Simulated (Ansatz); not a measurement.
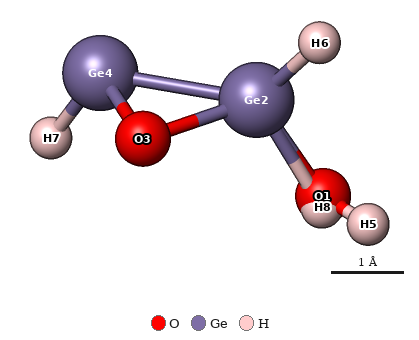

Figure 1. The structure as given in the input (ball-and-stick view, seen at a tilt; atoms are numbered from 1 in the order of the input). Sticks mark near contacts. Bond lengths as drawn: Ge–Ge 2.33 Å, Ge–H 1.54 to 1.86 Å, Ge–O 1.78 to 1.85 Å and H–O 0.18 to 0.97 Å.

Nudged elastic band, with input and output: Ge2H4O2

System: Ge2H4O2.
Method: RKS B3LYP-D4/def2-SVP (Ansatz 0.2.0).

The run did not end well. One setting was made poor on purpose. It belongs to a series of runs on one base structure; here: an input spoilt on purpose.

What the program printed:
```
Engine: ansatz 0.2.0, x86_64-unknown-linux-gnu
Functional definition: B3LYP
  parameter a0 = 0.2
  parameter ax = 0.72
  parameter ac = 0.81
  exchange = (1 - a0 - ax)*slater_x + ax*b88_x + a0*exact_x
  correlation = (1 - ac)*vwn_rpa_c + ac*lyp_c
1157 factors; integrals over basis functions are off by at most 6.1e-4 eV
mean field evaluation 1: about -116862.8469 eV, gradient 1.4e2 eV
mean field evaluation 2: about -116742.9744 eV, gradient 2.5e2 eV
mean field evaluation 4: about -116890.8513 eV, gradient 1.6e1 eV
mean field evaluation 8: about -116891.3234 eV, gradient 7.0e-1 eV
mean field evaluation 16: about -116891.3236 eV, gradient 7.1e-4 eV
mean field -116891.32362642 eV, -4295.6769114862 hartree, gradient 1.7e-5 eV, S^2 0.000000; 1 other end points of the search recorded, 0 dependent functions left out
the calculation of the forces begins
reference -116891.32386843 eV, -4295.6769203798 hartree; 42, 42 occupied and 70, 70 virtual orbitals, 1157 factors
1161 factors; integrals over basis functions are off by at most 8.9e-4 eV
mean field evaluation 32: about -117180.6746 eV, gradient 1.6e1 eV
mean field -117181.24095171 eV, -4306.3311766776 hartree, gradient 5.5e-5 eV, S^2 0.000000; 0 other end points of the search recorded, 0 dependent functions left out
[... from here on the field's lines of each further geometry are left out, up to the last ...]
WARN: NEB end point (image 0): max|allowed force component| = 2.241e3 eV/Å (the criterion of neb.relax_end_points is 1.000e-2). That is over neb.f_tol: it is no minimum, so the barrier can be far off. Relax it first
NEB iter   1: max|band force component| = 1.343e2 eV/Å  barrier→ = 0.0000 eV  barrier← = 289.6642 eV  Δτ_max = 0.2000 Å  (362 SCF iters)
NEB iter   2: max|band force component| = 2.949e1 eV/Å  barrier→ = 0.0000 eV  barrier← = 289.6642 eV  Δτ_max = 0.2000 Å  (315 SCF iters)
NEB iter   3: max|band force component| = 1.742e1 eV/Å  barrier→ = 0.0000 eV  barrier← = 289.6642 eV  Δτ_max = 0.2000 Å  (284 SCF iters)
NEB iter   4: max|band force component| = 1.478e1 eV/Å  barrier→ = 0.0000 eV  barrier← = 289.6642 eV  Δτ_max = 0.2000 Å  (280 SCF iters)
NEB iter   5: max|band force component| = 2.398e0 eV/Å  barrier→ = 0.0000 eV  barrier← = 289.6642 eV  Δτ_max = 0.1476 Å  (280 SCF iters)
```

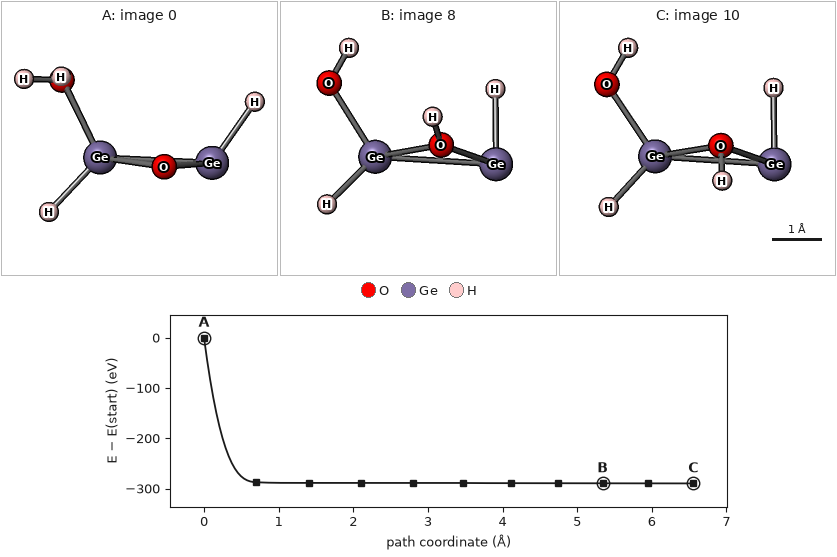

Figure 2. Images of the last band (counted from 0; ball-and-stick, seen at a tilt) above the energy along the path; the line is a cubic interpolation that uses the forces. No image lies above both ends; the end is 289.664 eV below the start. The path is 6.56 Å long. The band had not converged after 5 iterations. The end points carry forces over 0.1 eV/Å, so they aren't fully relaxed minima and the barriers are approximate.

```
the calculation of the forces begins
reference -117180.24331516 eV, -4306.2945142103 hartree; 42, 42 occupied and 70, 70 virtual orbitals, 1159 factors
these checks for a lower state are left out or cut short: starts, cluster_reference, orbital_swaps, neighbouring_geometries, increment
1159 factors; integrals over basis functions are off by at most 1.0e-3 eV
mean field -117180.13174243 eV, -4306.2904139884 hartree, gradient 2.7e-5 eV, S^2 0.000000; 0 other end points of the search recorded, 0 dependent functions left out
the calculation of the forces begins
reference -117180.13198839 eV, -4306.2904230271 hartree; 42, 42 occupied and 70, 70 virtual orbitals, 1159 factors
these checks for a lower state are left out or cut short: starts, cluster_reference, orbital_swaps, neighbouring_geometries, increment
1159 factors; integrals over basis functions are off by at most 1.0e-3 eV
Unfinished report: {"positions_ang":[[-0.5222507655569354,1.8566658780540704,-1.205692122887215],[-0.6541596486756082,0.4642204737837861,0.2419678215570334],[0.9984691767556632,0.04178316757628122,0.809556474129371],[0.3209760514292676,-1.7063646489128592,0.16664049784588014],[-0.2826202926875765,2.757052590453665,-0.9601826102404595],[-1.4128884238770347,1.3811274967068559,1.2119451613995136],[1.1396525318743744,-2.029241017179015,-1.167429996734714],[0.23326237073785128,1.582478059517216,-1.5499992250694106]],"unchecked":["starts","cluster_reference","orbital_swaps","neighbouring_geometries","increment"],"mean_field":{"relativity":"none","state":{"energy":{"ev":-117178.98105973723,"hartree":-4306.248127179258},"converged":true,"gradient_ev":0.00006743689367044743,"stability":{"kind":"minimum","curvature_ev":15.337882579061265},"curvature_floor_ev":0.00030000000000000003,"spin_squared":7.105427357601002e-15},"others":[],"fillings":{"estimated":0,"unestimated":0,"tried":0,"untried":0,"excluded_magnetic_sites":0},"n_dropped_functions":0,"n_trapped_functions":0,"passes":{"evaluations":3,"products":25},"factors":{"origin":"Cholesky decomposition","count":1157,"bound_ev":0.001069028243707099},"gradient_stop_ev":0.00009,"reference_kind":"stationary","functional":{"name":"B3LYP","citations":["Stephens, Devlin, Chabalowski & Frisch, J. Phys. Chem. 98, 11623 (1994) doi:10.1021/j100096a001","Becke, Phys. Rev. A 38, 3098 (1988) doi:10.1103/PhysRevA.38.3098","Lee, Yang & Parr, Phys. Rev. B 37, 785 (1988) doi:10.1103/PhysRevB.37.785","Vosko, Wilk & Nusair, Can. J. Phys. 58, 1200 (1980) doi:10.1139/p80-159"],"text":"name \"B3LYP\"\ncite \"Stephens, Devlin, Chabalowski & Frisch, J. Phys. Chem. 98, 11623 (1994) doi:10.1021/j100096a001\"\ncite \"Becke, Phys. Rev. A 38, 3098 (1988) doi:10.1103/PhysRevA.38.3098\"\ncite \"Lee, Yang & Parr, Phys. Rev. B 37, 785 (1988) doi:10.1103/PhysRevB.37.785\"\ncite \"Vosko, Wilk & Nusair, Can. J. Phys. 58, 1200 (1980) doi:10.1139/p80-159\"\nparameter a0 = 0.2\nparameter ax = 0.72\nparameter ac = 0.81\nexchange = (1 - a0 - ax)*slater_x + ax*b88_x + a0*exact_x\ncorrelation = (1 - ac)*vwn_rpa_c + ac*lyp_c\n","parameters":{"a0":{"value":0.2,"default":0.2},"ac":{"value":0.81,"default":0.81},"ax":{"value":0.72,"default":0.72}},"final_grid":{"core_spheres":13.0,"valence_spheres":11.0,"degree":36.0},"final_grid_parameter_source":"default","radial_points_factor":1.0,"radial_grid_error_ev":6.729326096032238e-7,"grid_sensitivity":"normal","grid_sensitivity_ratio":0.0013437628806248659},"unsmoothed_excess_ev":-0.0002460521927894053,"symmetry":{"irreps":["A"],"axes":[[0.9983870076693939,-0.006712355634003574,0.05637665473222114],[0.006271284668499656,0.9999483587582159,0.00799692474373348],[-0.05642742157462144,-0.007630471714969927,0.9983775448175138]],"occupied":[{"A":42},{"A":42}]},"held":{"pivots":1157,"left_out":0,"joined":0},"density_repulsion":{"missed_ev":0.000021598634623500373,"excess_ev":0.0,"most_excess_ev":0.0002268,"are_drawn_again":false,"n_first_factors":1157,"energy_change_ev":0.0,"n_dropped_ends":0}},"factors":{"origin":"Cholesky decomposition","count":1157,"bound_ev":0.001069028243707099},"n_frozen":0,"n_occupied":[42,42],"n_virtual":[70,70],"reference":{"ev":-117178.98105973723,"hartree":-4306.248127179258},"dispersion":{"energy":{"ev":-0.2780373141320955,"hartree":-0.01021768283389417},"switches_in_reach":[]},"total":{"ev":-117179.25909705136,"hartree":-4306.258344862092},"forces_ev_per_angstrom":[[-4.7596587842816795,2.8480985153219196,2.0309363282507746],[-0.9223971253920811,-1.3713766750959462,0.7864178968984713],[-0.277450315839655,0.6582932617573519,-0.42824451501498745],[0.20168690897817398,-1.5808031987693751,0.9172880666992456],[-0.35392635166119885,0.8217171871520111,0.41093361217840774],[0.059137290118016786,0.5502087154251565,0.27089085097573345],[0.10193172300756642,0.655536277817488,-0.5175690142605545],[5.950676655053338,-2.5816740835937235,-3.4706532257263105]],"charge_distribution":{"dipole_moment_e_ang":[-0.2133250070699661,1.1747862385017624,-0.6112323176868742],"mulliken_charges_e":[-0.08920697665797839,0.330197363326608,-0.5914387626501814,0.2578530290784684,0.20320523245627442,-0.0920455082609728,-0.1707093366015635,0.1521449593094224],"lowdin_charges_e":[0.4741742568750835,-0.05867481504147065,-0.12415147978786223,-0.04318293123203887,0.03336464811510709,-0.0761397430652333,-0.1178802238289971,-0.08750971203454982]},"n_threads":2,"memory_gib":2.556818182580173,"seconds":{"hamiltonian":1.5679978719999998,"orbitals":0.0,"second_order":0.0,"solver_start":0.0,"cycles":0.0,"cycle":0.0,"perturbative":0.0,"full_ci_increment":0.0,"forces":0.0}}
this run last wrote the band of iteration 5 to [file]
Error: SIGTERM received: run cancelled behind 472 evaluations of the mean field
```

The last band as extended XYZ (Å, eV, eV/Å):
```
8
Properties=species:S:1:pos:R:3:forces:R:3 image=0 energy=-116891.86950
O    -0.3591    1.6689   -1.2689  -2236.2873 -1468.7950   3.9744
Ge   -0.5235    0.6165    0.1604   -1.3695  -4.2508   3.2568
O     1.0890   -0.0100    0.7877    0.1576   2.5573  -0.4719
Ge    0.3385   -1.5473    0.0725   -1.1449  -3.5060   1.5668
H    -0.2748    2.6059   -1.0419   -3.7099   1.7761   0.7418
H    -1.3407    1.3286    1.2597    0.3880   1.0018  -0.2377
H     1.1000   -2.0837   -1.1539    0.7336   0.6227  -1.3680
H    -0.2091    1.7689   -1.2689  2241.2324 1470.5939  -7.4622
8
Properties=species:S:1:pos:R:3:forces:R:3 image=1 energy=-117179.24678
O    -0.5211    1.8484   -1.2119   -5.9162   3.6874   2.9739
Ge   -0.6822    0.4494    0.2449   -0.7698  -1.3981   0.6378
O     0.9880    0.0411    0.7860   -0.3688   0.6256  -0.3870
Ge    0.3392   -1.7252    0.1912    0.2627  -1.3565   0.8017
H    -0.2555    2.7473   -0.9458   -0.6448   0.3938   0.3801
H    -1.4116    1.3926    1.2132    0.0771   0.5717   0.2750
H     1.1398   -2.0119   -1.1680    0.0398   0.5944  -0.4500
H     0.2239    1.6060   -1.5628    7.3201  -3.1184  -4.2315
8
Properties=species:S:1:pos:R:3:forces:R:3 image=2 energy=-117180.51108
O    -0.3684    1.7887   -1.2604   -0.1230  -0.0257  -0.2496
Ge   -0.9679    0.3381    0.2493   -0.6554  -0.0204   0.1598
O     0.7606    0.0849    0.6786    0.1600  -0.4163  -0.0489
Ge    0.5482   -1.8005    0.3142    0.2747   0.2402   0.1338
H    -0.2753    2.6953   -0.9216    0.1699  -0.1774   0.0208
H    -1.3877    1.5674    1.1567    0.0645   0.0589  -0.0028
H     0.9877   -1.7588   -1.2517   -0.0818   0.1382  -0.0614
H     0.5232    1.4327   -1.4184    0.1909   0.2026   0.0482
8
Properties=species:S:1:pos:R:3:forces:R:3 image=3 energy=-117180.41626
O    -0.2334    1.7209   -1.2137    1.1334   0.1093  -0.5649
Ge   -0.9041    0.3673    0.2086   -0.3606  -0.6153   0.6202
O     0.7953   -0.0252    0.7489   -0.3732  -0.2266  -0.3851
Ge    0.4316   -1.8720    0.2831    0.2676   0.3014   0.1927
H    -0.5809    2.6276   -1.2029    0.2877  -0.0021   0.0983
H    -1.2846    1.5883    1.1288    0.0093   0.1298   0.1077
H     0.8388   -1.7735   -1.2858   -0.0315   0.1150  -0.0656
H     0.7578    1.7142   -1.1201   -0.9327   0.1885  -0.0033
8
Properties=species:S:1:pos:R:3:forces:R:3 image=4 energy=-117180.26866
O    -0.2191    1.6582   -1.1268   -0.0330  -0.7418  -0.7076
Ge   -0.9688    0.4139    0.2441   -0.5288  -0.4010   0.5365
O     0.8577    0.2074    0.4608   -0.0592  -0.5890  -0.0692
Ge    0.5332   -1.7310    0.2474    0.3196   0.7209   0.0137
H    -0.5476    2.5405   -1.3491    0.7502   0.2048   0.1831
H    -1.2990    1.6127    1.2091   -0.0696   0.0742   0.1454
H     0.7567   -1.6927   -1.3494   -0.0959  -0.0389  -0.1084
H     0.7074    1.3387   -0.7892   -0.2833   0.7709   0.0065
8
Properties=species:S:1:pos:R:3:forces:R:3 image=5 energy=-117180.69912
O    -0.2499    1.7165   -1.0504   -0.7750  -0.1580  -0.2926
Ge   -0.9793    0.4999    0.2224   -0.1721   0.3733  -0.2384
O     0.9507    0.3733    0.3387    0.4346   0.2786  -0.4216
Ge    0.5938   -1.5999    0.1872   -0.0404   0.4038  -0.1356
H    -0.7444    2.3556   -1.5643   -0.2003   0.1763  -0.2199
H    -1.3236    1.5597    1.3257   -0.1101  -0.0726   0.2056
H     0.6771   -1.5984   -1.4162   -0.0653   0.0377  -0.0457
H     0.8960    1.0409   -0.4962    0.9286  -1.0391   1.1481
8
Properties=species:S:1:pos:R:3:forces:R:3 image=6 energy=-117181.04836
O    -0.4228    1.8597   -1.0853   -0.1204  -0.2117   0.1404
Ge   -0.9136    0.5798    0.1507    0.1227   0.0503  -0.1073
O     1.0372    0.3870    0.3969    0.4483   2.3031  -1.2502
Ge    0.5436   -1.5679    0.2373   -0.1451   0.2292  -0.2964
H    -1.0426    2.0375   -1.7984   -0.0803  -0.0460  -0.2146
H    -1.2971    1.5187    1.3362   -0.0690  -0.0534   0.2124
H     0.6883   -1.5970   -1.3601   -0.0264   0.0195  -0.0624
H     1.2276    1.1298   -0.3305   -0.1298  -2.2909   1.5782
8
Properties=species:S:1:pos:R:3:forces:R:3 image=7 energy=-117181.41168
O    -0.7527    1.8949   -1.1378   -0.1994  -0.1073  -0.0331
Ge   -0.8925    0.6561    0.1776    0.1627   0.0382  -0.0332
O     1.0733    0.5245    0.4365    0.5527   1.0657  -0.6140
Ge    0.5283   -1.4467    0.2847   -0.0540  -0.0082  -0.1654
H    -0.9975    1.5476   -2.0051    0.0541  -0.0431  -0.0483
H    -1.2941    1.5586    1.3773   -0.0035   0.0243   0.0545
H     0.6872   -1.5065   -1.3163   -0.0341   0.1061  -0.0305
H     1.4684    1.1190   -0.2701   -0.4785  -1.0756   0.8700
8
Properties=species:S:1:pos:R:3:forces:R:3 image=8 energy=-117181.40560
O    -1.0290    1.7177   -1.2706   -0.0376  -0.0528  -0.0624
Ge   -0.8412    0.6815    0.1837    0.0961   0.0152   0.0658
O     1.0964    0.5834    0.3770    0.0100   0.7959   0.3309
Ge    0.5520   -1.4081    0.3282    0.0384  -0.1298  -0.2353
H    -0.9459    1.2118   -2.0900   -0.0033  -0.0192  -0.0239
H    -1.2386    1.7048    1.2823   -0.0245  -0.0099   0.0166
H     0.5710   -1.4440   -1.2870   -0.0336  -0.0149  -0.0067
H     1.6557    1.3005    0.0231   -0.0453  -0.5846  -0.0850
8
Properties=species:S:1:pos:R:3:forces:R:3 image=9 energy=-117181.42470
O    -1.2028    1.6320   -1.3627   -0.2169  -0.0158   0.0028
Ge   -0.8414    0.7101    0.1279    0.2014   0.0313  -0.1289
O     1.1129    0.6764    0.0030   -0.1148   0.1187  -0.1078
Ge    0.6197   -1.3034    0.4514    0.0630  -0.0249  -0.0556
H    -1.0141    1.1111   -2.1550   -0.0210  -0.0178  -0.0169
H    -1.1760    1.7655    1.2225    0.0469   0.0340  -0.0458
H     0.6060   -1.5624   -1.1342   -0.0693  -0.0638   0.0468
H     1.7162    1.3185    0.3939    0.1105  -0.0617   0.3054
8
Properties=species:S:1:pos:R:3:forces:R:3 image=10 energy=-117181.53368
O    -1.1164    1.3766   -1.6912   -0.0022   0.0059   0.0009
Ge   -0.8717    0.5870   -0.1067   -0.0058  -0.0090  -0.0079
O     1.0382    0.9489    0.3321    0.0011   0.0027  -0.0013
Ge    0.8104   -1.1438    0.4874    0.0049  -0.0021   0.0082
H    -0.7681    0.8409   -2.4175    0.0022  -0.0026   0.0083
H    -1.5910    1.5883    0.8401    0.0038   0.0035  -0.0046
H     1.1344   -1.2408   -1.0793   -0.0033   0.0082  -0.0010
H     1.1846    1.3905    1.1820   -0.0006  -0.0066  -0.0026
```

This output came from the following input.

Input:
```yaml
crystal:
  periodic: [false, false, false]
  atoms:
    - { symbol: O, position_ang: [-0.359058, 1.668863, -1.268854] }
    - { symbol: Ge, position_ang: [-0.523523, 0.616485, 0.160378] }
    - { symbol: O, position_ang: [1.089045, -0.010048, 0.787687] }
    - { symbol: Ge, position_ang: [0.338498, -1.547256, 0.072487] }
    - { symbol: H, position_ang: [-0.274771, 2.605914, -1.041903] }
    - { symbol: H, position_ang: [-1.340687, 1.328585, 1.259727] }
    - { symbol: H, position_ang: [1.099995, -2.083684, -1.153862] }
    - { symbol: H, position_ang: [-0.209058, 1.768863, -1.268854] }
basis:
  gaussian: { orbitals: def2-SVP }
hamiltonian:
  xc: b3lyp
  dispersion: d4
neb:
  order_check: false
  images: 9
  f_tol: 0.03
  max_iterations: 8
  final_atoms:
    - { symbol: O, position_ang: [-0.11234748, 1.86584448, -0.54021857] }
    - { symbol: Ge, position_ang: [-0.79699742, 0.32037643, 0.04006247] }
    - { symbol: O, position_ang: [0.74970793, -0.61831248, 0.8755697] }
    - { symbol: Ge, position_ang: [-0.04925437, -1.98206611, -0.52345318] }
    - { symbol: H, position_ang: [0.36900681, 1.75607803, -1.3720536] }
    - { symbol: H, position_ang: [-1.57575655, 0.79311505, 1.29961549] }
    - { symbol: H, position_ang: [0.8913003, -1.31027002, -1.63385626] }
    - { symbol: H, position_ang: [0.61654079, -0.88176539, 1.79843395] }
  initial_path: idpp
```

Command:
```bash
ansatz run input.yaml --threads 2 --pin off --max-ram 3072MiB --backend cpu --events-out ev --progress --plain --runs-dir out
```

Outcome:

| quantity | value |
| --- | --- |
| outcome | stopped at the time limit |
| barrier, forward (band not converged) | 0.000 eV |
| barrier, backward | 289.664 eV |
| hardware | 2 threads of Intel Xeon (Granite Rapids), 16 GiB of memory available, shared host |
| wall time | 90 s (CPU time 2.8 min) |
| peak memory | 0.33 GiB |

Diagnosis:

The run was cut off by its time limit, so the output is incomplete. A deliberately poor setting: bad input.
